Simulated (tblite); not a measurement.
## C$_{2}$H$_{9}$GeSi: geometry relaxation (part 1 of 2)

- system: C$_{2}$H$_{9}$GeSi, multiplicity 2
- method: GFN2-xTB geometry optimisation, gas phase (tblite 0.8.0)

It belongs to a series of runs on one base structure; here: H removed from Si.

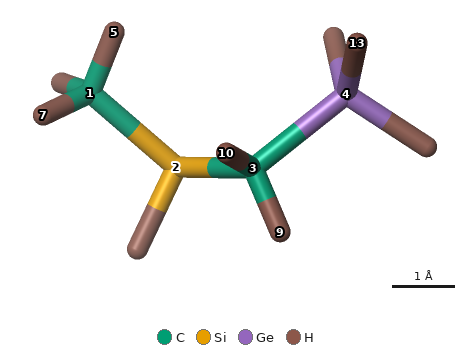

*The starting structure (stick view, seen at a tilt; atoms are numbered from 1 in the order of the input). Sticks mark near contacts.*

Bond lengths as drawn: C–Ge 1.95 Å, C–H 1.10 to 1.12 Å, C–Si 1.83 to 1.86 Å, Ge–H 1.54 to 1.56 Å and H–Si 1.48 Å.

## Input
```
{"job": {"kind": "relax", "xc": "GFN2-xTB", "basis": "xTB"}, "charge": 0, "multiplicity": 2}
C      2.164300     0.264700     0.350800
Si     0.706000    -0.875700     0.548200
C     -0.671800    -0.556400    -0.618500
Ge    -2.029200     0.655400     0.078400
H      1.828100     1.317300     0.243500
H      2.744500     0.202000     1.281400
H      2.809200     0.001200    -0.520800
H      1.232200    -2.242500     0.352200
H     -1.196800    -1.528500    -0.795900
H     -0.324300    -0.152600    -1.584700
H     -1.619100     1.313300     1.414200
H     -3.375600    -0.124800     0.240000
H     -2.271700     1.726900    -1.006400
```

The first line tells a small driver script what to run in tblite; the rest is the geometry in Å.

Hardware: 1 CPU thread, shared host.

Run as:
```bash
OMP_NUM_THREADS=1 python <driver script> task.json out
```

## What the program printed
```
step      E/eV     max force
  0    -338.13579    1.857
  1    -338.24767    0.651
  2    -338.29037    0.448
  3    -338.32139    0.446
  4    -338.34369    0.411
  5    -338.35731    0.331
  6    -338.36773    0.333
  7    -338.37507    0.296
  8    -338.38145    0.228
  9    -338.38509    0.159
 10    -338.38691    0.103
 11    -338.38787    0.080
 12    -338.38868    0.094
 13    -338.38957    0.095
 14    -338.39046    0.084
 15    -338.39119    0.076
 16    -338.39176    0.074
 17    -338.39231    0.068
 18    -338.39293    0.070
 19    -338.39363    0.076
 20    -338.39437    0.082
 21    -338.39515    0.079
 22    -338.39606    0.094
 23    -338.39715    0.098
 24    -338.39847    0.095
 25    -338.39998    0.094
 26    -338.40151    0.090
 27    -338.40280    0.085
 28    -338.40379    0.098
 29    -338.40474    0.106
 30    -338.40592    0.092
 31    -338.40710    0.096
 32    -338.40788    0.069
 33    -338.40825    0.046
 34    -338.40848    0.049
 35    -338.40881    0.047
 36    -338.40921    0.065
 37    -338.40962    0.057
 38    -338.40998    0.049
 39    -338.41042    0.066
 40    -338.41115    0.092
 41    -338.41229    0.113
 42    -338.41358    0.094
 43    -338.41478    0.088
 44    -338.41608    0.109
 45    -338.41788    0.145
 46    -338.42095    0.189
 47    -338.42535    0.212
 48    -338.43000    0.214
 49    -338.43215    0.204
 50    -338.43702    0.197
 51    -338.44015    0.146
 52    -338.44599    0.129
 53    -338.45146    0.110
 54    -338.45489    0.089
 55    -338.45565    0.174
 56    -338.45818    0.118
 57    -338.46072    0.107
 58    -338.46298    0.218
 59    -338.46703    0.136
 60    -338.46950    0.074
 61    -338.46888    0.227
 62    -338.47195    0.058
 63    -338.47285    0.054
 64    -338.47459    0.106
 65    -338.47536    0.044
 66    -338.47587    0.046
 67    -338.47666    0.050
 68    -338.47705    0.053
 69    -338.47758    0.063
 70    -338.47822    0.078
 71    -338.47901    0.072
 72    -338.47969    0.051
 73    -338.48012    0.048
 74    -338.48033    0.048
 75    -338.48051    0.033
 76    -338.48065    0.027
 77    -338.48081    0.028
 78    -338.48093    0.024
 79    -338.48104    0.020
 80    -338.48110    0.019
 81    -338.48116    0.017
 82    -338.48121    0.018
 83    -338.48126    0.023
 84    -338.48132    0.026
 85    -338.48137    0.025
 86    -338.48143    0.025
 87    -338.48150    0.022
 88    -338.48157    0.019
 89    -338.48163    0.021
 90    -338.48169    0.027
 91    -338.48177    0.030
 92    -338.48185    0.025
 93    -338.48190    0.014
 94    -338.48194    0.016
 95    -338.48197    0.020
 96    -338.48203    0.027
 97    -338.48212    0.025
 98    -338.48223    0.029
 99    -338.48235    0.031
100    -338.48251    0.040
101    -338.48274    0.043
102    -338.48305    0.047
103    -338.48338    0.029
104    -338.48355    0.025
105    -338.48361    0.023
106    -338.48367    0.031
107    -338.48379    0.026
108    -338.48414    0.016
109    -338.48425    0.028
110    -338.48430    0.026
111    -338.48434    0.010
112    -338.48436    0.010
113    -338.48437    0.010
114    -338.48440    0.011
115    -338.48445    0.013
116    -338.48450    0.013
117    -338.48453    0.009
```

## Trajectory as extended XYZ (Å, eV, eV/Å), 37 of the 118 frames kept, from step=0 to step=117
```
13
Properties=species:S:1:pos:R:3:forces:R:3 step=0 energy=-338.13579
C     2.1643    0.2647    0.3508    0.6600   0.9890  -0.0990
Si    0.7060   -0.8757    0.5482    0.6730  -1.0290   0.8280
C    -0.6718   -0.5564   -0.6185   -1.2660  -0.5120  -1.2580
Ge   -2.0292    0.6554    0.0784   -0.7180   0.3500   0.0470
H     1.8281    1.3173    0.2435    0.3580  -0.5860  -0.0180
H     2.7445    0.2020    1.2814    0.1280   0.1430  -0.5390
H     2.8092    0.0012   -0.5208   -0.4590   0.2520   0.7450
H     1.2322   -2.2425    0.3522   -0.0890  -0.0850   0.0690
H    -1.1968   -1.5285   -0.7959    0.4830   0.7030  -0.1370
H    -0.3243   -0.1526   -1.5847   -0.0500  -0.3640   0.2930
H    -1.6191    1.3133    1.4142   -0.2860  -0.1900  -0.5310
H    -3.3756   -0.1248    0.2400    0.6160   0.5120   0.0720
H    -2.2717    1.7269   -1.0064   -0.0510  -0.1840   0.5270
13
Properties=species:S:1:pos:R:3:forces:R:3 step=3 energy=-338.32139
C     2.1780    0.2897    0.3570   -0.3090  -0.2390   0.1950
Si    0.7225   -0.9096    0.5712   -0.1670   0.0850  -0.1720
C    -0.7090   -0.5645   -0.6420    0.2110   0.1130   0.3760
Ge   -2.0611    0.6687    0.0754    0.1940  -0.0810  -0.1310
H     1.8440    1.3072    0.2396   -0.0040   0.2770  -0.0370
H     2.7653    0.2154    1.2581    0.3840   0.1760   0.0840
H     2.7927    0.0147   -0.4897    0.0890   0.0110  -0.0980
H     1.2319   -2.2618    0.3554    0.0410  -0.2830   0.0160
H    -1.1855   -1.5166   -0.8162   -0.1260  -0.2140  -0.2680
H    -0.3240   -0.1728   -1.5803    0.0360  -0.1170  -0.0560
H    -1.6392    1.3015    1.3793   -0.1750  -0.0420  -0.2170
H    -3.3418   -0.0914    0.2470   -0.0260   0.1760   0.1290
H    -2.2782    1.7200   -0.9726   -0.1480   0.1390   0.1790
13
Properties=species:S:1:pos:R:3:forces:R:3 step=6 energy=-338.36773
C     2.1665    0.2880    0.3758    0.1660   0.1090  -0.0220
Si    0.7182   -0.9256    0.5694    0.1270  -0.1100   0.0540
C    -0.7082   -0.5699   -0.6305    0.0760  -0.2490  -0.2080
Ge   -2.0550    0.6655    0.0594    0.0670  -0.0820  -0.0830
H     1.8515    1.3214    0.2369   -0.0420  -0.1010   0.0850
H     2.8089    0.2406    1.2515   -0.0100   0.0900  -0.0220
H     2.7878    0.0225   -0.4803   -0.0940  -0.0190   0.0000
H     1.2334   -2.2949    0.3593   -0.0560   0.0220   0.0210
H    -1.1895   -1.5235   -0.8499   -0.0200   0.0420  -0.0190
H    -0.3203   -0.1944   -1.5789    0.0660  -0.0090   0.0470
H    -1.6646    1.2949    1.3463    0.0100   0.0910   0.1060
H    -3.3348   -0.0602    0.2650   -0.1780   0.0090   0.0820
H    -2.2982    1.7361   -0.9418   -0.1140   0.2050  -0.0400
13
Properties=species:S:1:pos:R:3:forces:R:3 step=10 energy=-338.38691
C     2.1757    0.2932    0.3839   -0.0260  -0.0470  -0.0090
Si    0.7339   -0.9407    0.5746   -0.0150   0.0430   0.0000
C    -0.6942   -0.5976   -0.6426   -0.0060   0.0600   0.0230
Ge   -2.0476    0.6570    0.0426   -0.0520   0.0470   0.0310
H     1.8450    1.3187    0.2481   -0.0830  -0.0130   0.0300
H     2.8314    0.2663    1.2483   -0.0030   0.0060   0.0180
H     2.7759    0.0234   -0.4815    0.0160   0.0080  -0.0600
H     1.2280   -2.3125    0.3641    0.0100  -0.0260   0.0120
H    -1.1976   -1.5331   -0.8725    0.0280  -0.0630  -0.0120
H    -0.3027   -0.2057   -1.5795    0.0930  -0.0190  -0.0400
H    -1.6749    1.3028    1.3412    0.0420  -0.0030  -0.0210
H    -3.3531   -0.0407    0.2845    0.0140   0.0350  -0.0060
H    -2.3242    1.7695   -0.9289   -0.0170  -0.0270   0.0340
13
Properties=species:S:1:pos:R:3:forces:R:3 step=13 energy=-338.38957
C     2.1764    0.2905    0.3826   -0.0200   0.0030  -0.0050
Si    0.7349   -0.9401    0.5762   -0.0640  -0.0380  -0.0270
C    -0.6940   -0.5966   -0.6455    0.0070   0.0010  -0.0080
Ge   -2.0521    0.6607    0.0436    0.0770  -0.0370  -0.0210
H     1.8328    1.3137    0.2543   -0.0400  -0.0260   0.0000
H     2.8321    0.2702    1.2486   -0.0050  -0.0160  -0.0300
H     2.7746    0.0253   -0.4881   -0.0130   0.0410   0.0110
H     1.2276   -2.3160    0.3669   -0.0080   0.0220   0.0200
H    -1.1931   -1.5391   -0.8758    0.0640   0.0690   0.0110
H    -0.2883   -0.2102   -1.5828    0.0000  -0.0320   0.0530
H    -1.6695    1.3043    1.3392    0.0390  -0.0010  -0.0090
H    -3.3552   -0.0339    0.2867   -0.0170   0.0070   0.0070
H    -2.3306    1.7718   -0.9237   -0.0200   0.0090   0.0000
13
Properties=species:S:1:pos:R:3:forces:R:3 step=16 energy=-338.39176
C     2.1725    0.2869    0.3812   -0.0380   0.0100   0.0040
Si    0.7293   -0.9437    0.5755    0.0490  -0.0220   0.0510
C    -0.6916   -0.5946   -0.6476    0.0350  -0.0190   0.0040
Ge   -2.0478    0.6602    0.0419    0.0000  -0.0020  -0.0130
H     1.8150    1.3062    0.2601   -0.0120  -0.0010  -0.0120
H     2.8323    0.2716    1.2446   -0.0240  -0.0300  -0.0360
H     2.7713    0.0331   -0.4932   -0.0420   0.0340   0.0270
H     1.2260   -2.3176    0.3722   -0.0130  -0.0020   0.0100
H    -1.1818   -1.5382   -0.8786   -0.0220   0.0020  -0.0090
H    -0.2735   -0.2177   -1.5807   -0.0120   0.0370  -0.0090
H    -1.6585    1.3052    1.3353    0.0380  -0.0100  -0.0100
H    -3.3581   -0.0256    0.2898    0.0350   0.0010   0.0070
H    -2.3395    1.7748   -0.9182    0.0040   0.0030  -0.0130
13
Properties=species:S:1:pos:R:3:forces:R:3 step=20 energy=-338.39437
C     2.1573    0.2861    0.3806    0.0150   0.0230   0.0010
Si    0.7300   -0.9527    0.5869   -0.0540   0.0030  -0.0180
C    -0.6798   -0.5965   -0.6480   -0.0290   0.0010  -0.0070
Ge   -2.0394    0.6599    0.0368    0.0260   0.0210   0.0090
H     1.7890    1.3005    0.2643   -0.0180   0.0520   0.0330
H     2.8267    0.2650    1.2334    0.0080   0.0260   0.0530
H     2.7558    0.0504   -0.4962   -0.0340  -0.0300  -0.0680
H     1.2220   -2.3238    0.3818    0.0150  -0.0630   0.0120
H    -1.1742   -1.5363   -0.8844   -0.0180  -0.0120  -0.0180
H    -0.2597   -0.2158   -1.5792    0.0060   0.0190   0.0160
H    -1.6339    1.3030    1.3269    0.0190  -0.0010  -0.0120
H    -3.3510   -0.0174    0.2957    0.0320  -0.0250   0.0160
H    -2.3470    1.7779   -0.9164    0.0320  -0.0140  -0.0160
13
Properties=species:S:1:pos:R:3:forces:R:3 step=23 energy=-338.39715
C     2.1423    0.2901    0.3804   -0.0020   0.0010   0.0020
Si    0.7250   -0.9633    0.5974    0.0040  -0.0430  -0.0880
C    -0.6723   -0.5994   -0.6502   -0.0590  -0.0090  -0.0400
Ge   -2.0270    0.6637    0.0327    0.0270  -0.0320   0.0010
H     1.7589    1.3034    0.2753    0.0410  -0.0410   0.0580
H     2.8202    0.2626    1.2292   -0.0180   0.0640  -0.0360
H     2.7296    0.0644   -0.5101   -0.0680  -0.0040   0.0290
H     1.2196   -2.3414    0.3950   -0.0180   0.0530   0.0260
H    -1.1715   -1.5366   -0.8949    0.0170   0.0460  -0.0280
H    -0.2447   -0.2083   -1.5754    0.0000  -0.0400   0.0470
H    -1.6023    1.3007    1.3160    0.0130   0.0390   0.0270
H    -3.3347   -0.0139    0.3054    0.0200  -0.0260   0.0240
H    -2.3476    1.7784   -0.9186    0.0420  -0.0070  -0.0230
13
Properties=species:S:1:pos:R:3:forces:R:3 step=26 energy=-338.40151
C     2.1162    0.2944    0.3818   -0.0680  -0.0540   0.0220
Si    0.7162   -0.9837    0.5980    0.0350   0.0390   0.0060
C    -0.6687   -0.6044   -0.6572    0.0520  -0.0110   0.0160
Ge   -2.0039    0.6662    0.0283   -0.0430   0.0160   0.0450
H     1.7188    1.3043    0.3029    0.0090  -0.0380   0.0180
H     2.8092    0.2709    1.2182    0.0070   0.0060  -0.0690
H     2.6776    0.0844   -0.5289   -0.0090   0.0280   0.0660
H     1.2138   -2.3628    0.4196   -0.0090   0.0600  -0.0090
H    -1.1677   -1.5330   -0.9189   -0.0410  -0.0290  -0.0660
H    -0.2204   -0.2029   -1.5641    0.0170  -0.0270  -0.0700
H    -1.5516    1.3041    1.3025   -0.0060   0.0510   0.0120
H    -3.3047   -0.0136    0.3258    0.0090  -0.0120   0.0310
H    -2.3392    1.7766   -0.9258    0.0480  -0.0290  -0.0040
13
Properties=species:S:1:pos:R:3:forces:R:3 step=29 energy=-338.40474
C     2.0865    0.2931    0.3853    0.0340   0.0360   0.0080
Si    0.7100   -0.9987    0.6023   -0.0800   0.0170   0.0680
C    -0.6592   -0.6114   -0.6647   -0.0090  -0.0080  -0.0450
Ge   -1.9865    0.6690    0.0290    0.0400  -0.0190   0.0150
H     1.6795    1.2986    0.3297   -0.0570   0.0280  -0.0020
H     2.8020    0.2776    1.1995    0.0420  -0.0490   0.0310
H     2.6315    0.1075   -0.5378    0.0280   0.0010  -0.0210
H     1.2077   -2.3744    0.4404    0.0260  -0.0060  -0.0300
H    -1.1661   -1.5313   -0.9483   -0.0100   0.0130  -0.0200
H    -0.1946   -0.2044   -1.5625   -0.0120  -0.0220  -0.0410
H    -1.5070    1.3144    1.2910   -0.0270   0.0450  -0.0050
H    -3.2795   -0.0122    0.3490   -0.0090  -0.0050   0.0400
H    -2.3286    1.7727   -0.9307    0.0330  -0.0310   0.0020
13
Properties=species:S:1:pos:R:3:forces:R:3 step=32 energy=-338.40788
C     2.0662    0.2957    0.3908    0.0320   0.0260   0.0010
Si    0.6948   -1.0051    0.6132    0.0050  -0.0230  -0.0230
C    -0.6540   -0.6178   -0.6769   -0.0340   0.0000  -0.0330
Ge   -1.9690    0.6679    0.0350    0.0360  -0.0450  -0.0380
H     1.6463    1.2981    0.3512   -0.0070  -0.0020   0.0130
H     2.8017    0.2753    1.1878   -0.0130  -0.0310   0.0420
H     2.5988    0.1245   -0.5434   -0.0180   0.0000  -0.0160
H     1.2071   -2.3785    0.4502    0.0070   0.0260  -0.0130
H    -1.1707   -1.5281   -0.9765    0.0180   0.0180   0.0330
H    -0.1802   -0.2091   -1.5706   -0.0160  -0.0080   0.0150
H    -1.4793    1.3331    1.2837   -0.0180   0.0190  -0.0130
H    -3.2582   -0.0159    0.3748    0.0200   0.0290   0.0310
H    -2.3079    1.7604   -0.9369   -0.0130  -0.0090   0.0010
13
Properties=species:S:1:pos:R:3:forces:R:3 step=36 energy=-338.40921
C     2.0631    0.2979    0.3936   -0.0320  -0.0280   0.0060
Si    0.6928   -1.0072    0.6104    0.0050   0.0270  -0.0110
C    -0.6540   -0.6202   -0.6829    0.0390  -0.0080   0.0270
Ge   -1.9600    0.6636    0.0318   -0.0270   0.0540   0.0240
H     1.6368    1.2979    0.3610    0.0240   0.0020   0.0250
H     2.7983    0.2683    1.1917   -0.0180  -0.0040  -0.0140
H     2.5866    0.1304   -0.5468    0.0110   0.0180   0.0200
H     1.2095   -2.3759    0.4490    0.0210  -0.0230  -0.0220
H    -1.1711   -1.5284   -0.9796   -0.0110  -0.0400   0.0010
H    -0.1786   -0.2114   -1.5735    0.0000   0.0020  -0.0310
H    -1.4756    1.3421    1.2766    0.0090   0.0030  -0.0250
H    -3.2474   -0.0107    0.3896   -0.0010   0.0010   0.0180
H    -2.3049    1.7540   -0.9388   -0.0200  -0.0030  -0.0200
13
Properties=species:S:1:pos:R:3:forces:R:3 step=39 energy=-338.41042
C     2.0475    0.2978    0.3982    0.0090   0.0200  -0.0010
Si    0.6895   -1.0134    0.6088   -0.0310  -0.0540   0.0210
C    -0.6471   -0.6263   -0.6903   -0.0480   0.0110  -0.0200
Ge   -1.9477    0.6660    0.0297   -0.0010  -0.0050  -0.0140
H     1.6162    1.2954    0.3843    0.0170   0.0250   0.0290
H     2.7890    0.2595    1.1889    0.0130   0.0030  -0.0030
H     2.5609    0.1484   -0.5502    0.0330   0.0110   0.0120
H     1.2138   -2.3794    0.4499    0.0210  -0.0240  -0.0230
H    -1.1698   -1.5327   -0.9894    0.0160   0.0150   0.0130
H    -0.1690   -0.2150   -1.5801   -0.0220  -0.0240   0.0060
H    -1.4553    1.3563    1.2606    0.0470   0.0270   0.0130
H    -3.2279   -0.0020    0.4170   -0.0220  -0.0200   0.0070
H    -2.3045    1.7460   -0.9452   -0.0320   0.0140  -0.0410
13
Properties=species:S:1:pos:R:3:forces:R:3 step=42 energy=-338.41358
C     2.0204    0.2991    0.4107    0.0610   0.0450   0.0300
Si    0.6791   -1.0320    0.6014    0.0390  -0.0540  -0.0110
C    -0.6447   -0.6360   -0.7058   -0.0920   0.0150  -0.0110
Ge   -1.9303    0.6748    0.0232   -0.0060  -0.0740  -0.0500
H     1.5953    1.2992    0.4424   -0.0310  -0.0050   0.0020
H     2.7713    0.2359    1.1894    0.0590  -0.0120   0.0360
H     2.5272    0.1864   -0.5466    0.0030   0.0030   0.0070
H     1.2357   -2.3891    0.4320   -0.0210   0.0420  -0.0190
H    -1.1676   -1.5452   -0.9977   -0.0310   0.0660   0.0040
H    -0.1656   -0.2311   -1.5996   -0.0290  -0.0350   0.0580
H    -1.4140    1.3967    1.2258    0.0830   0.0370  -0.0010
H    -3.1941    0.0135    0.4801    0.0020  -0.0120  -0.0360
H    -2.3172    1.7284   -0.9730   -0.0370  -0.0170  -0.0070
13
Properties=species:S:1:pos:R:3:forces:R:3 step=46 energy=-338.42095
C     2.0182    0.3056    0.4398   -0.0140  -0.0790   0.0160
Si    0.6837   -1.0505    0.5748    0.0070   0.1830  -0.0180
C    -0.6659   -0.6437   -0.7134    0.1520  -0.0600   0.0950
Ge   -1.9280    0.6800    0.0070   -0.0100   0.1390   0.1240
H     1.5976    1.3071    0.5136   -0.0090  -0.0890   0.0210
H     2.7702    0.1947    1.2151    0.0090   0.0430  -0.0200
H     2.5216    0.2280   -0.5237    0.0040   0.0270   0.0370
H     1.2712   -2.3859    0.3730   -0.0160  -0.0100  -0.0460
H    -1.1859   -1.5553   -0.9855   -0.1500  -0.0530  -0.0200
H    -0.1935   -0.2652   -1.6179    0.0280   0.0510  -0.0310
H    -1.3640    1.4583    1.1698    0.0060  -0.0620  -0.1620
H    -3.1662    0.0304    0.5448    0.0020  -0.0160  -0.0420
H    -2.3633    1.6970   -1.0152   -0.0110  -0.0730   0.0450
13
Properties=species:S:1:pos:R:3:forces:R:3 step=49 energy=-338.43215
C     2.0278    0.3066    0.4944   -0.0340  -0.0980  -0.0380
Si    0.7027   -1.0523    0.5303   -0.1270  -0.1100   0.1150
C    -0.6886   -0.6637   -0.7112   -0.0340   0.0060  -0.1110
Ge   -1.9299    0.6986   -0.0036    0.1310  -0.0680  -0.0650
H     1.5972    1.2931    0.6248    0.0090   0.0570   0.1310
H     2.7827    0.1327    1.2557   -0.0420   0.1190  -0.0140
H     2.5234    0.3012   -0.4708    0.1170   0.0010  -0.1140
H     1.3186   -2.3640    0.2623   -0.0250  -0.0050  -0.0410
H    -1.2475   -1.5647   -0.9634    0.0170   0.0160   0.1070
H    -0.2401   -0.3191   -1.6434    0.0200   0.0850  -0.0070
H    -1.2799    1.5477    1.0442   -0.0180   0.0210  -0.0210
H    -3.1226    0.0588    0.6284   -0.0110  -0.0080   0.0440
H    -2.4484    1.6257   -1.0653   -0.0030  -0.0170   0.0140
13
Properties=species:S:1:pos:R:3:forces:R:3 step=52 energy=-338.44599
C     1.9669    0.3064    0.5142    0.0230   0.0260  -0.0020
Si    0.6781   -1.0933    0.5288    0.0210   0.0040   0.0220
C    -0.6797   -0.6826   -0.7415   -0.0080   0.0130  -0.0110
Ge   -1.8790    0.7053   -0.0160   -0.0390  -0.1140  -0.0450
H     1.5252    1.2755    0.7409    0.0080  -0.0800   0.0190
H     2.7521    0.1131    1.2394    0.0000   0.0580  -0.0300
H     2.4324    0.3851   -0.4690   -0.0090  -0.0280   0.0550
H     1.3368   -2.3837    0.2467   -0.0530   0.0190  -0.0320
H    -1.2527   -1.5734   -0.9917   -0.0180   0.0250   0.0320
H    -0.2098   -0.3363   -1.6633   -0.0180   0.0290   0.0180
H    -1.1791    1.6078    0.9484    0.0180   0.0390  -0.0080
H    -3.0306    0.0979    0.7350    0.0930   0.0270  -0.0490
H    -2.4651    1.5787   -1.0897   -0.0200  -0.0180   0.0290
13
Properties=species:S:1:pos:R:3:forces:R:3 step=55 energy=-338.45565
C     1.9358    0.3044    0.5790    0.0150   0.0760   0.0070
Si    0.6797   -1.1279    0.4891    0.0630   0.0270  -0.0260
C    -0.6982   -0.7138   -0.7622    0.0150   0.0090   0.0300
Ge   -1.8412    0.7123   -0.0458   -0.0520   0.1200   0.0590
H     1.4821    1.2277    0.9377   -0.0120  -0.0840  -0.0460
H     2.7470    0.0601    1.2599    0.0030  -0.0020  -0.0570
H     2.3724    0.5160   -0.4012   -0.0760  -0.0870   0.1300
H     1.3823   -2.3723    0.1171   -0.0560   0.0150  -0.0120
H    -1.3191   -1.5827   -0.9770    0.1070  -0.0080  -0.0050
H    -0.2359   -0.3928   -1.6966   -0.0430  -0.0200  -0.0090
H    -1.0442    1.7291    0.7238   -0.0930  -0.0500  -0.0540
H    -2.8944    0.1771    0.8850    0.1290   0.0200  -0.0470
H    -2.5707    1.4632   -1.1266    0.0020  -0.0160   0.0310
```
